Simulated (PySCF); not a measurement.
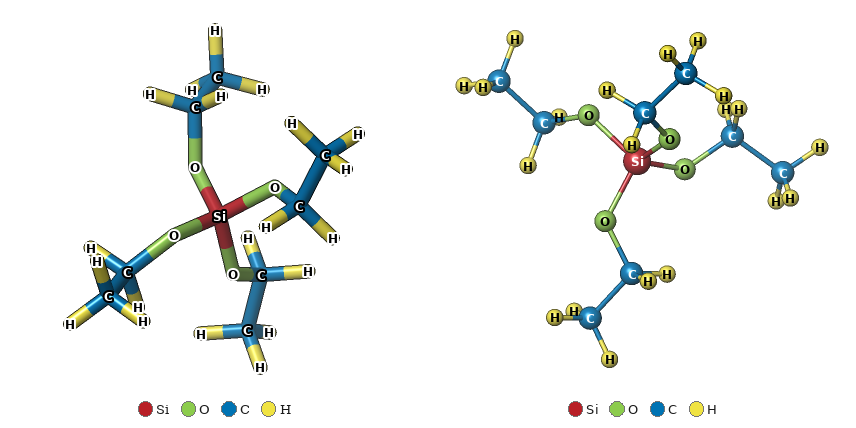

Two views of one molecule.

Computed geometry: PBE0-D3(BJ)/def2-SVP optimisation. No frequency run is at hand to confirm it as a minimum.

Which formula does it have?

C₈H₂₀O₄Si, 33 atoms: 8 carbon, 20 hydrogen, 4 oxygen and 1 silicon.

Count the bonded pairs by element.

20 C–H, 4 C–C, 4 C–O, 4 O–Si.

Describe its rings.

It has no ring.

Write the SMILES.

CCO[Si](OCC)(OCC)OCC

Name some functional groups or characteristic bonds that it holds.

Among them: Si–O bond.

More results for the same structure follow; atom numbers are the same in all pictures, views and colours differ.

Electronic properties

No frequency run is at hand to confirm it as a minimum. Level of theory: PBE0/pcSseg-1, gas phase (PySCF 2.14.0).

Estimate the dipole moment.

0.13 D.

What is the HOMO energy (Kohn–Sham orbital)?

−7.92 eV.

Give the LUMO energy (Kohn–Sham orbital) at this level.

1.33 eV.

Charges

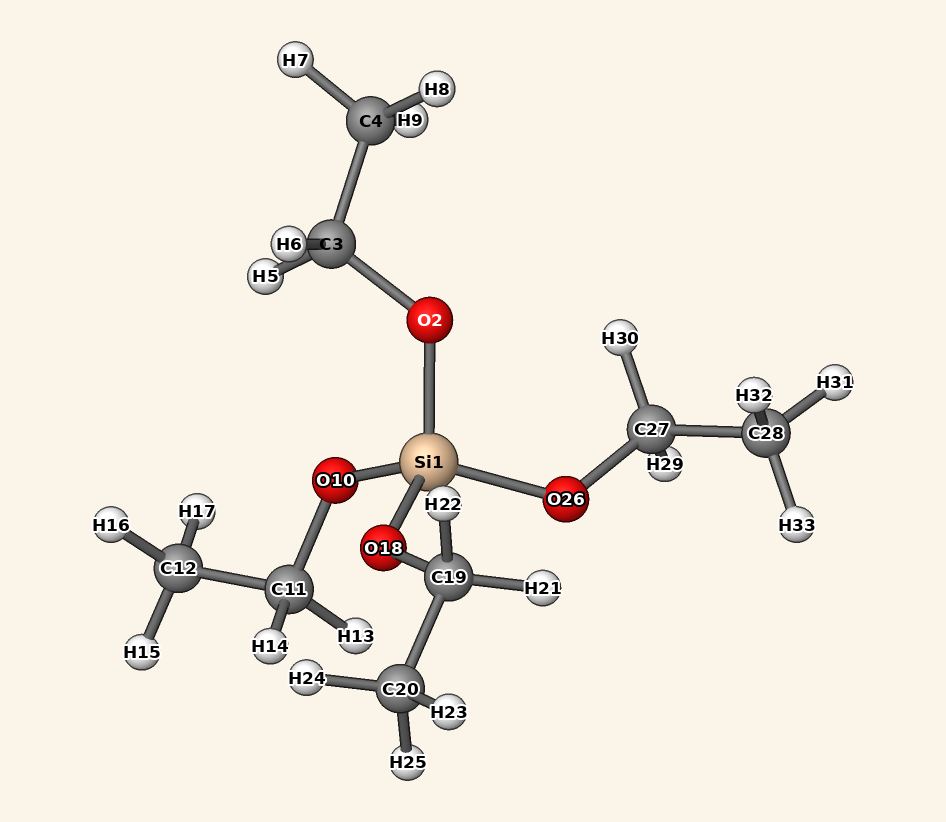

The questions are on IAO charges. No frequency run is at hand to confirm it as a minimum. Level of theory: PBE0/pcSseg-1, gas phase (PySCF 2.14.0).

List the IAO charges.

```json
{"atom": "Si1", "value (e)": "1.68"}
{"atom": "O2", "value (e)": "−0.65"}
{"atom": "C3", "value (e)": "−0.03"}
{"atom": "C4", "value (e)": "−0.41"}
{"atom": "H5", "value (e)": "0.13"}
{"atom": "H6", "value (e)": "0.13"}
{"atom": "H7", "value (e)": "0.14"}
{"atom": "H8", "value (e)": "0.14"}
{"atom": "H9", "value (e)": "0.14"}
{"atom": "O10", "value (e)": "−0.65"}
{"atom": "C11", "value (e)": "−0.03"}
{"atom": "C12", "value (e)": "−0.41"}
{"atom": "H13", "value (e)": "0.12"}
{"atom": "H14", "value (e)": "0.13"}
{"atom": "H15", "value (e)": "0.14"}
{"atom": "H16", "value (e)": "0.14"}
{"atom": "H17", "value (e)": "0.14"}
{"atom": "O18", "value (e)": "−0.65"}
{"atom": "C19", "value (e)": "−0.03"}
{"atom": "C20", "value (e)": "−0.41"}
{"atom": "H21", "value (e)": "0.13"}
{"atom": "H22", "value (e)": "0.12"}
{"atom": "H23", "value (e)": "0.14"}
{"atom": "H24", "value (e)": "0.14"}
{"atom": "H25", "value (e)": "0.14"}
{"atom": "O26", "value (e)": "−0.65"}
{"atom": "C27", "value (e)": "−0.03"}
{"atom": "C28", "value (e)": "−0.42"}
{"atom": "H29", "value (e)": "0.13"}
{"atom": "H30", "value (e)": "0.13"}
{"atom": "H31", "value (e)": "0.14"}
{"atom": "H32", "value (e)": "0.14"}
{"atom": "H33", "value (e)": "0.14"}
```

NMR shielding

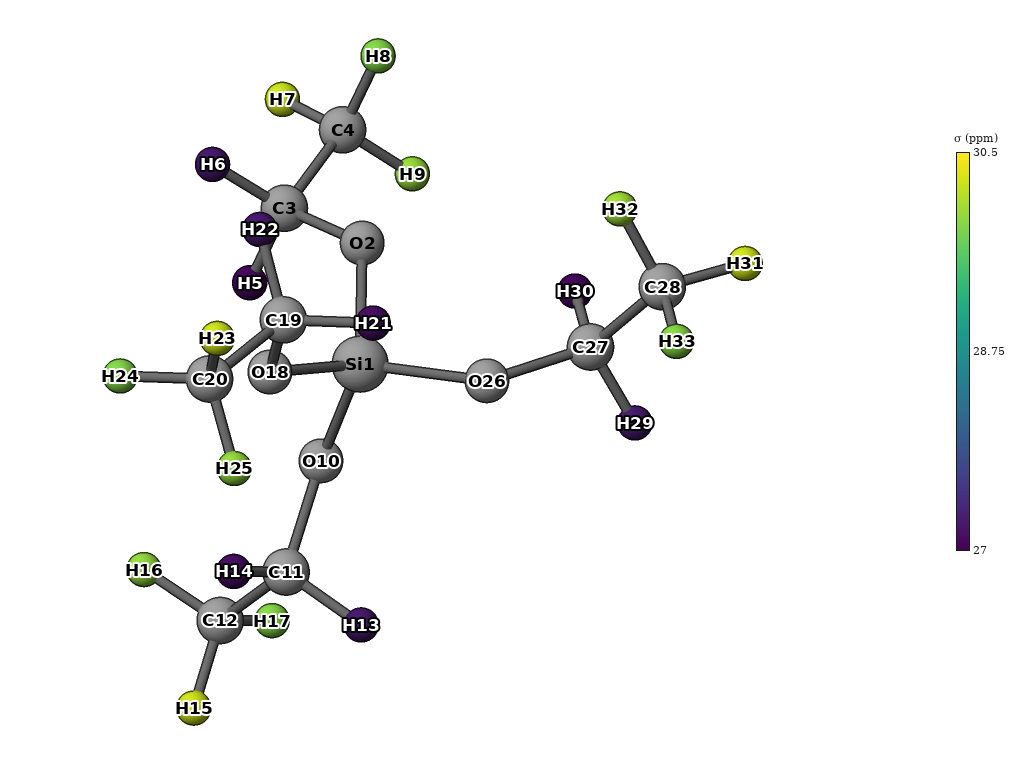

Atoms are coloured by their isotropic NMR shieldings (H only, the others grey). No frequency run is at hand to confirm it as a minimum. Method: GIAO KT2/pcSseg-1 NMR shielding, non-relativistic, gas phase (PySCF 2.14.0).

Give the isotropic NMR shieldings of the H atoms atom by atom.

```tsv
atom	σ (ppm)
H5	27.09
H6	27.24
H7	30.23
H8	29.85
H9	29.96
H13	27.25
H14	27.14
H15	30.23
H16	29.93
H17	29.86
H21	27.14
H22	27.25
H23	30.22
H24	29.84
H25	29.93
H29	27.27
H30	27.08
H31	30.24
H32	30.00
H33	29.86
```
